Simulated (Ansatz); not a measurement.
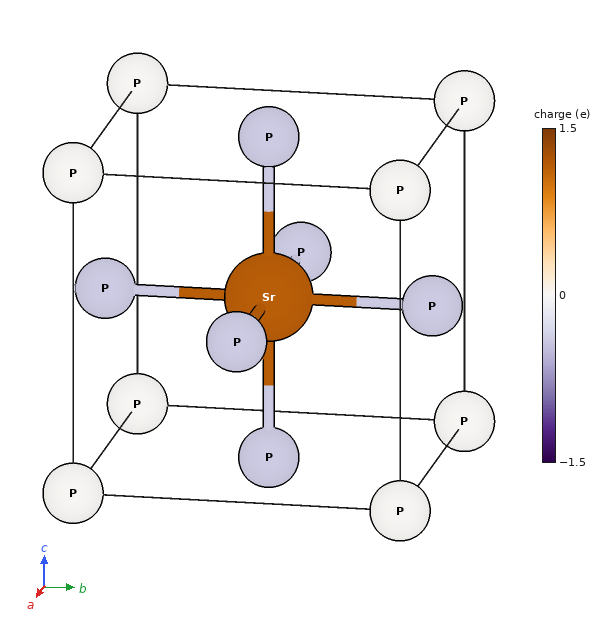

The figure gives a ball-and-stick picture of the atoms, viewed slightly off an axis. One simulation cell is framed, with atoms on its boundary repeated. The atoms of this SrP4 cell are coloured by their Bader charge.

Setup: Ansatz 0.2.0, DFT PBE, scalar-relativistic, plane waves, PAW; a 420 eV plane-wave basis, k-point mesh 8×8×8, Gaussian smearing of 0.1 eV, no spin polarisation.

Which atoms are positive and which negative?

Most positive: Sr; most negative: P. Charges: about Sr +1.2 e; P -0.4 to 0.0 e.

The initial geometry was a random cell made by a generator, so it need not be a real form of the compound. Earlier steps of the study, as a rule a relaxation of our own, may have changed the cell and positions, so they can lie some per cent off the listed ones. It was the input of a calculation with Ansatz.
